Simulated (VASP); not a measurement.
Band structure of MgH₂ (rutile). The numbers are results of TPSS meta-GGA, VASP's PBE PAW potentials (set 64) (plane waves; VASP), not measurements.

The path is coarsely sampled, so an indirect gap can come out somewhat too large.

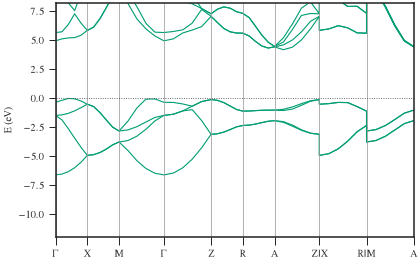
*Bands along high-symmetry lines, zero at the valence-band maximum or, without a gap, the Fermi level*

Question: Read the plot: is there a gap, and where are the band edges?

Answer: The gap is indirect, 4.17 eV, from the valence maximum at (0.17, 0.17, 0.00) to the conduction minimum at A-Z at 0.20.

The compound is MgH2 in the rutile structure. It was relaxed first.
